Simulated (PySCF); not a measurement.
# C3H7ClSi: the cost of one run

Computed with PySCF 2.14.0, with density-fitted response routines of our own, on a single molecule in the gas phase. Atoms are numbered from 0 throughout.

## (1) Starting geometry

12 atoms, charge 0, multiplicity 1; geometry from: PBE0-D3(BJ)/def2-SVP.

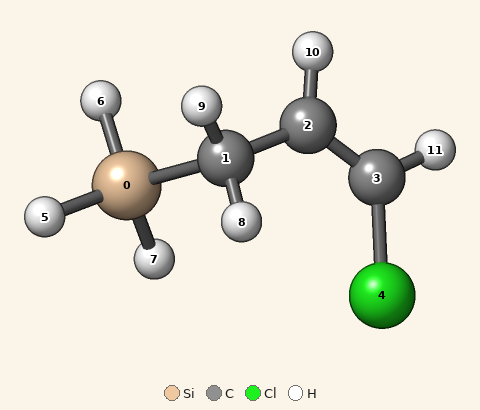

The starting geometry (silicon light orange, carbon grey, chlorine green, hydrogen white), atoms numbered; sticks join atoms by distance.

## (2) Excited states and response: LDA/def2-SVPD

The job: settings as JSON, then the geometry in Å.

```
{"job": {"kind": "uv", "xc": "LDA", "basis": "def2-SVPD", "ip": true}, "charge": 0, "multiplicity": 1}
Si    -1.704946     0.104787    -0.249894
C     -0.183081    -0.164737     0.853026
C      1.030640     0.464377     0.266065
C      1.910412    -0.124143    -0.548988
Cl     1.786365    -1.778731    -1.038532
H     -2.908245    -0.520526     0.381347
H     -1.957328     1.569488    -0.414273
H     -1.476735    -0.502518    -1.593563
H     -0.044308    -1.251736     0.968815
H     -0.406838     0.257307     1.845723
H      1.217925     1.521235     0.485832
H      2.776768     0.390671    -0.967845
```

Method: TDDFT LDA/def2-SVPD, vertical, gas phase, core orbitals frozen in the response.

Run with:

```bash
> OMP_NUM_THREADS=1 python probes_run.py task.json out
```

One launch serves the whole session: the jobs run in the order shown.

Q: Estimate the wall time and peak memory of this first job on 1 thread of Arm Neoverse V1, shared host.

About 49 s, with a peak of 0.49 GiB.
